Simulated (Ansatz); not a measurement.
## GaAs (zinc blende): energy against volume

GaAs (zinc blende)

```yaml
crystal:
  lattice:
    - [0.00000, 2.83278, 2.83278]
    - [2.83278, 0.00000, 2.83278]
    - [2.83278, 2.83278, 0.00000]
  atoms:
    - { symbol: As, position: [0.75000, 0.75000, 0.75000] }
    - { symbol: Ga, position: [0.00000, 0.00000, 0.00000] }
```

Equation-of-state scan: isotropic scaling of the cell above, V₀ being its volume. Symmetry pins the atoms to their sites.

These are r2SCAN (plane waves to 500 eV, PAW, scalar-relativistic; Ansatz, an electronic-structure program) values and carry that method's errors. k mesh 10×10×10 (Γ-centred), Fermi-Dirac smearing 0.05 eV. Energies are smeared free energies. Compression counts positive. GaAs was relaxed with its symmetry unable to fall. The PAW data are Ansatz's earlier set. ΔE is measured from the relaxed starting cell.

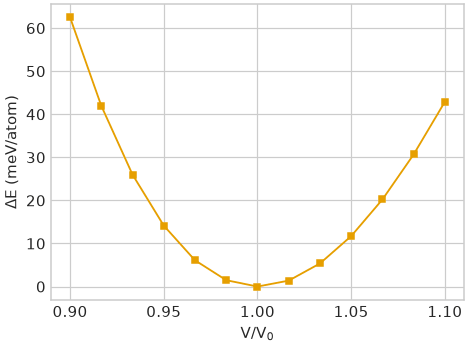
Fig. 1. ΔE (meV/atom) against V/V₀; computed points joined by lines.

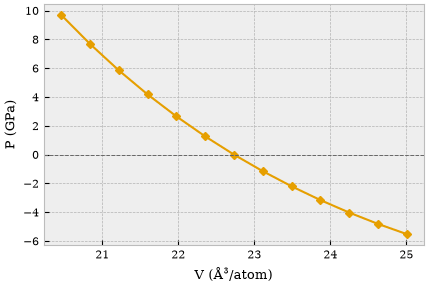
*P (GPa) against V (Å³/atom); markers are the computed points, lines only join them.*

The pressure at the smallest volume is 9.70 GPa and the energy cost of the largest expansion is 42.9 meV/atom. The energy cost of the largest compression is 62.5 meV/atom and the pressure derivative B₀′ (fit) is 4.6. The equilibrium volume of the fit is 22.73 Å³/atom.

(A scan under strain: stresses follow from slopes of the energy per volume, elastic moduli from its curvatures.)
